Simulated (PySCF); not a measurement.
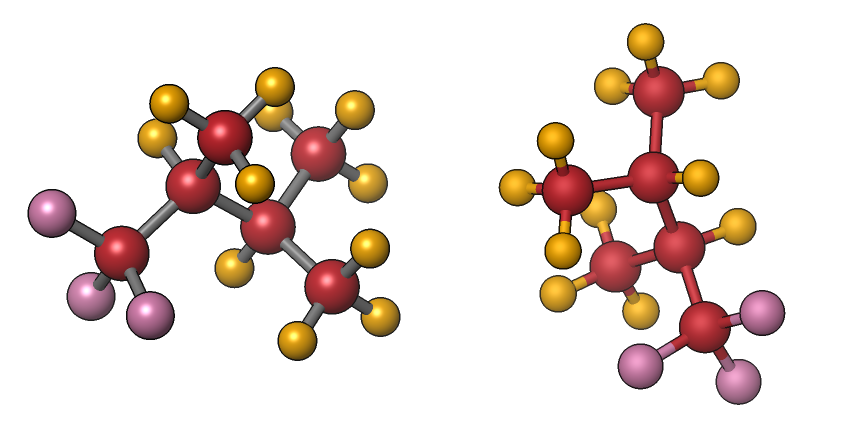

Both panels show the same species. Colours: carbon red, fluorine pink, hydrogen orange.

What is the molecular formula?

Answer. C₆H₁₁F₃, 20 atoms: 6 carbon, 11 hydrogen and 3 fluorine.

What is the point group of this geometry?

Answer. C1.

How many bonds of each kind are drawn?

Answer. 11 C–H, 5 C–C, 3 C–F.

Does it have rings?

Answer. It has no ring.

The parts below concern this one geometry. Atoms keep their numbers from picture to picture. The computed structure is the end point of a PBE0-D3(BJ)/def2-SVP optimisation. No frequency run is at hand to confirm it as a minimum.

### Geometry

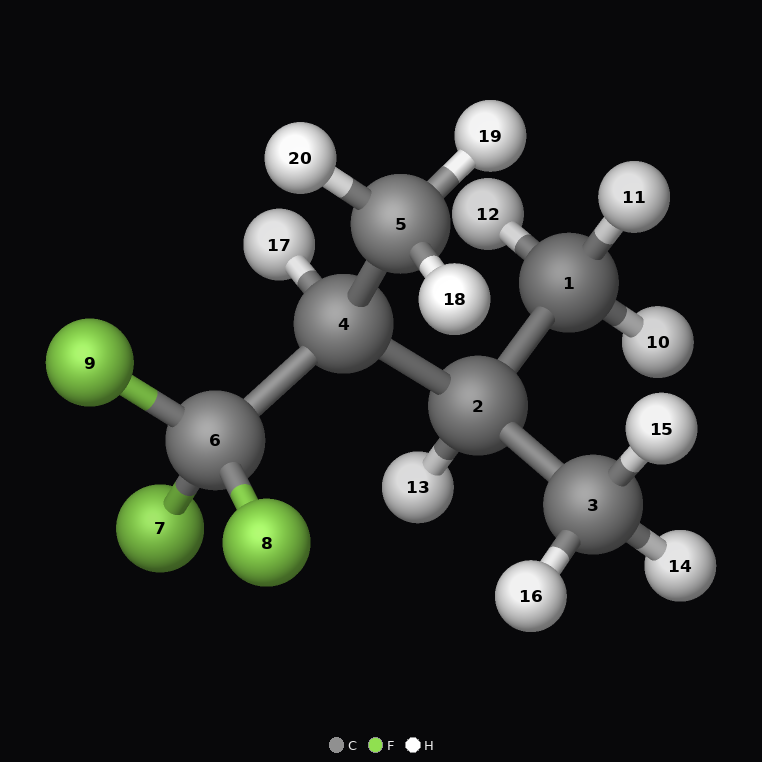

Numbered structure. No frequency run is at hand to confirm it as a minimum.

List the bonds and their lengths. Leave out bonds to hydrogen.

```csv
bond,length (Å),order
C1–C2,1.526,single
C2–C3,1.526,single
C2–C4,1.543,single
C4–C5,1.524,single
C4–C6,1.516,single
C6–F7,1.339,single
C6–F8,1.341,single
C6–F9,1.339,single
```

### Excitation

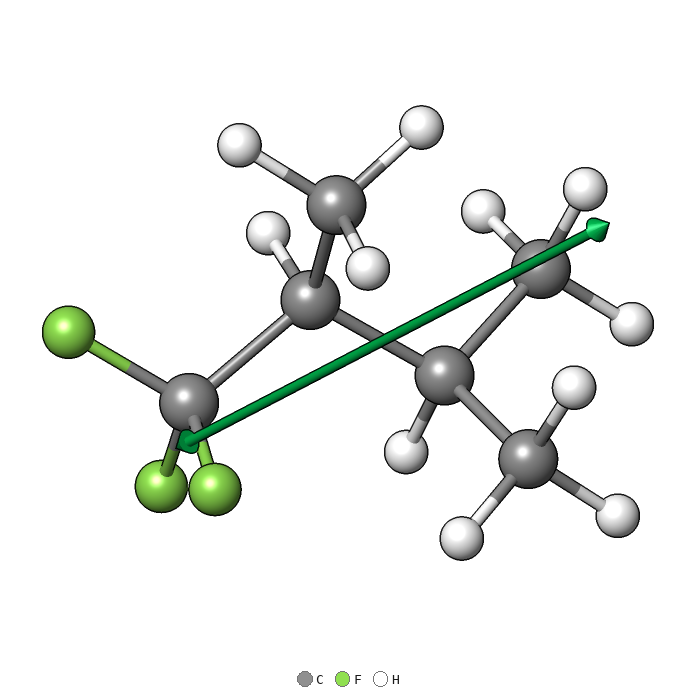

The double arrow shows the direction of the transition dipole to excited singlet state 5 (its length means nothing). No frequency run is at hand to confirm it as a minimum. Level of theory: TDDFT CAM-B3LYP/def2-SVPD, vertical, gas phase, core orbitals frozen in the response (PySCF 2.14.0).

Give its energy, strength and character.

Answer. 9.79 eV (127 nm), oscillator strength 0.046, mainly HOMO → LUMO+1 (weight 0.76); transition dipole 1.11 D.

### NMR shielding

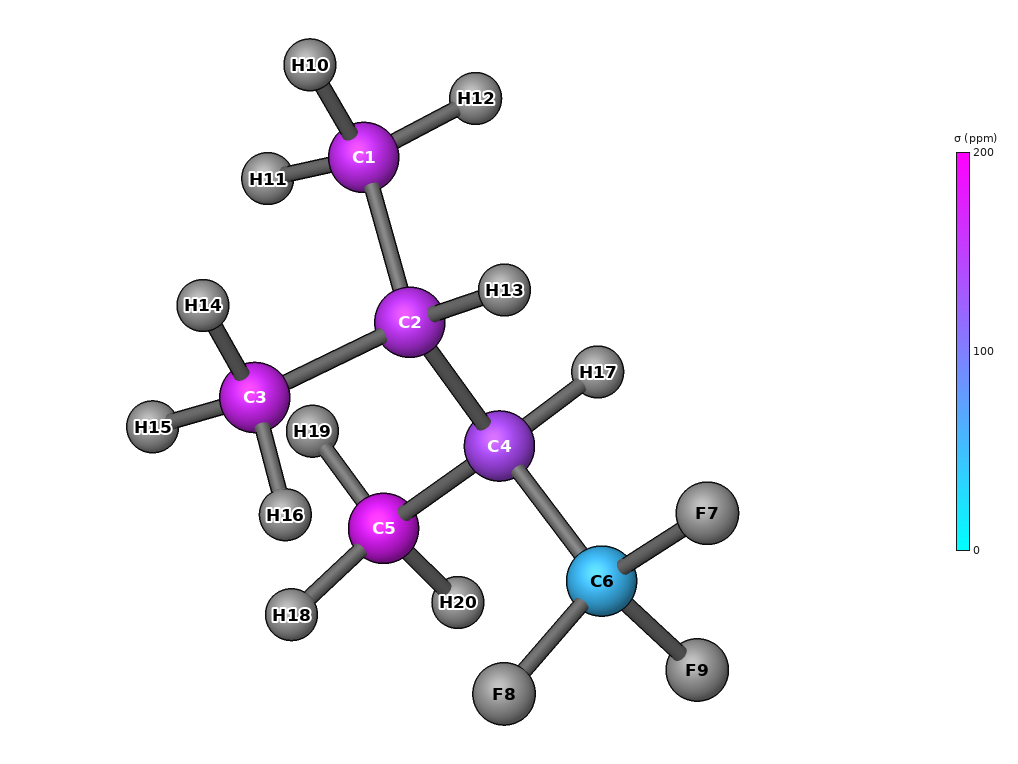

Atoms are coloured by their isotropic NMR shieldings (C only, the others grey). No frequency run is at hand to confirm it as a minimum. Method: GIAO PBE0/pcSseg-1 NMR shielding, non-relativistic, IEF-PCM acetone (PySCF 2.14.0).

Which C atom is the most shielded (lowest chemical shift)?

Answer. C5 (178.0 ppm).

Which C atom is the least shielded (highest chemical shift)?

Answer. C6 (49.8 ppm).

How wide is the range of C shifts?

Answer. 128.2 ppm.

Give the isotropic NMR shieldings of the C atoms atom by atom.

```csv
atom,σ (ppm)
C1,162.0
C2,157.0
C3,168.0
C4,139.7
C5,178.0
C6,49.8
```

### Charges

The questions are on Mulliken charges. No frequency run is at hand to confirm it as a minimum. Level of theory: PBE0/pcSseg-1, gas phase (PySCF 2.14.0).

Give the Mulliken charges atom by atom.

| atom | value (e) |
| --- | --- |
| C1 | −0.21 |
| C2 | −0.36 |
| C3 | −0.22 |
| C4 | −0.41 |
| C5 | −0.23 |
| C6 | 0.88 |
| F7 | −0.27 |
| F8 | −0.28 |
| F9 | −0.27 |
| H10 | 0.12 |
| H11 | 0.11 |
| H12 | 0.12 |
| H13 | 0.14 |
| H14 | 0.12 |
| H15 | 0.11 |
| H16 | 0.13 |
| H17 | 0.14 |
| H18 | 0.13 |
| H19 | 0.13 |
| H20 | 0.14 |

Mulliken values depend strongly on the basis set and can even reverse the polarity of a bond.
